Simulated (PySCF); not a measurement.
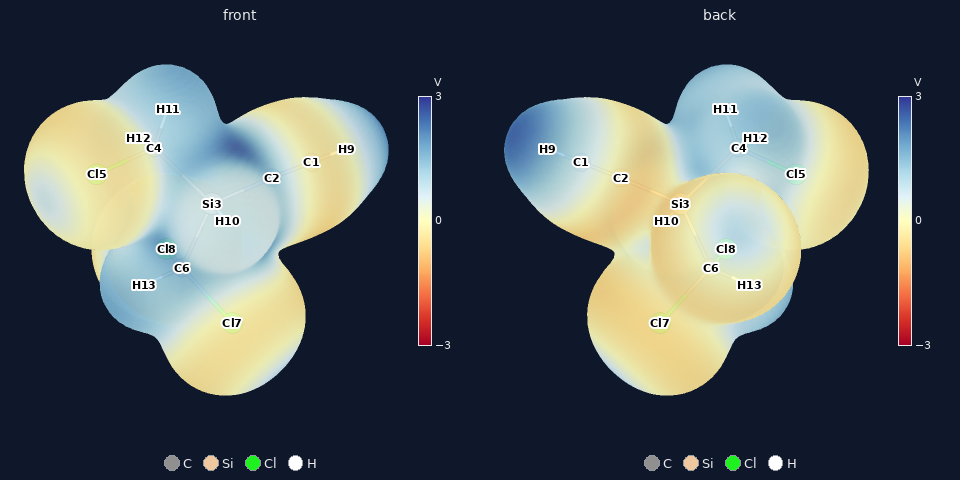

The picture shows: C$_{4}$H$_{5}$Cl$_{3}$Si. The molecular electrostatic potential painted on the density surface at 0.004 e/bohr³, seen from the front and from behind; red is negative and blue positive.

Geometry: GFN2-xTB.

Computed with PBE0/pcSseg-1, SCF density, gas phase, non-relativistic in PySCF.

```xyz
13

C     2.9012    0.0397   -0.1794
C     1.7434    0.1040    0.1403
Si   -0.0335    0.1495    0.6338
C    -0.9080    1.5580   -0.3134
Cl   -2.6266    1.5654    0.1782
C    -0.8248   -1.4996    0.0229
Cl   -0.1110   -2.8620    0.9115
Cl   -0.5146   -1.6950   -1.7176
H     3.9130   -0.0125   -0.4645
H    -0.2496    0.2547    2.0746
H    -0.5041    2.5366   -0.0697
H    -0.8870    1.4299   -1.3931
H    -1.9026   -1.5683    0.1587
```

### Which sites attract a positive test charge, and which a negative one?

A positive charge is drawn to the negative regions and a negative charge to the positive ones. The most negative region (about −0.7 V, or −16 kcal/mol for a unit charge) lies over C1, C2 and Cl8, the most positive (about +2.5 V, or +58 kcal/mol for a unit charge) over Si3 and H9. Cl5 shows a σ-hole: about +0.7 V, or +16 kcal/mol for a unit charge at the tip opposite its bond, against about −0.2 V on its flanks. Cl7 shows a σ-hole: about +0.9 V, or +21 kcal/mol for a unit charge at the tip opposite its bond, against about −0.4 V, or −9 kcal/mol for a unit charge on its flanks. Cl8 shows a σ-hole: about +0.9 V, or +21 kcal/mol for a unit charge at the tip opposite its bond, against about −0.2 V on its flanks.

### What dipole moment does the calculation give?

Its dipole moment is 2.26 D.
